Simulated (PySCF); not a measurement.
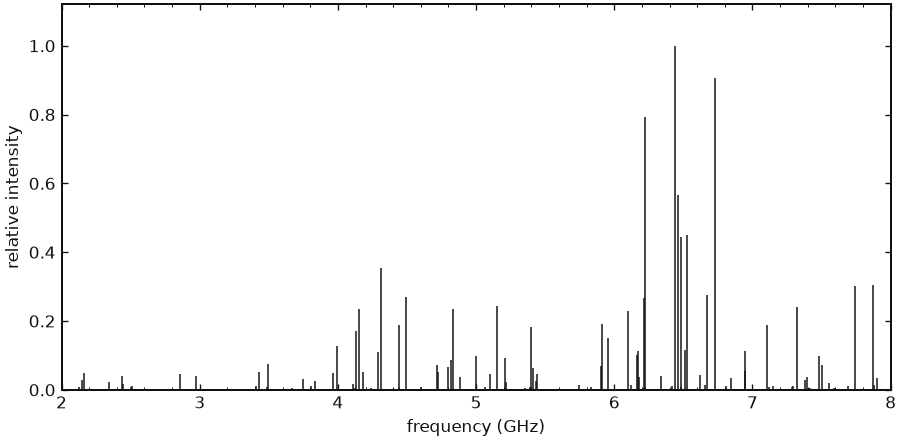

Simulated rotational absorption lines between 2 and 8 GHz at 1.5 K: rigid rotor with the equilibrium constants and dipole of one optimised conformer (PBE0-D3(BJ)/def2-SVP, PySCF), commonest isotopes; no centrifugal distortion, hyperfine structure, internal rotation or nuclear-spin weights; lines within 1 MHz of each other are summed.

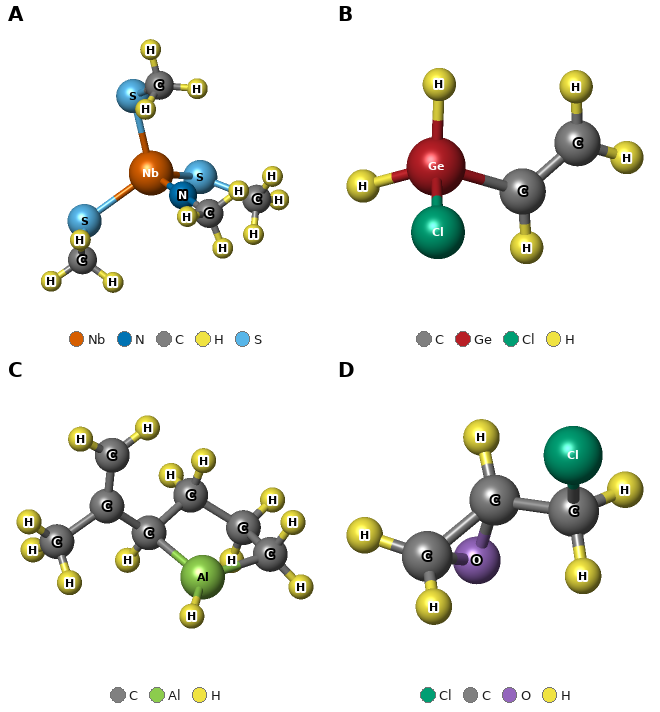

### Which molecule gives this spectrum? Choose among the lettered structures.

Structure C, C₇H₁₃Al, SMILES C=C(C)[C@H]1CC[CH2][AlH]1, singlet. Rotational constants A, B, C = 2.964, 1.165, 0.9968 GHz, |μa|, |μb|, |μc| = 0.65, 0.36, 0.64 D.

Caveats: coarse grid, loose stop and no frequency check, small forces are noise and the end may be a saddle.
